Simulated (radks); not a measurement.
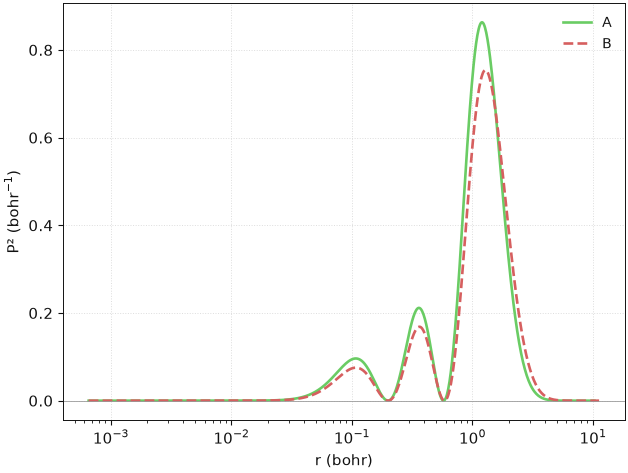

The iridium ion Ir⁺ was computed in two configurations: [Xe] 4f12 5d7 6s1 6p2; [Xe] 4f14 5d6 6s1 6p1. Method: scalar-relativistic Kohn-Sham, BLYP, spin-unpolarised, spherical densities, finite nucleus; computed with the in-house radial solver radks.

The plot shows P² of the 5d orbital in both runs (large components where relativistic).

### Which curve belongs to which run?

A is [Xe] 4f12 5d7 6s1 6p2 (⟨r⟩ = 1.45 bohr, eigenvalue −25.7 eV); B is [Xe] 4f14 5d6 6s1 6p1 (⟨r⟩ = 1.61 bohr, eigenvalue −18.8 eV). The orbital is smaller where the other electrons screen the nucleus less.
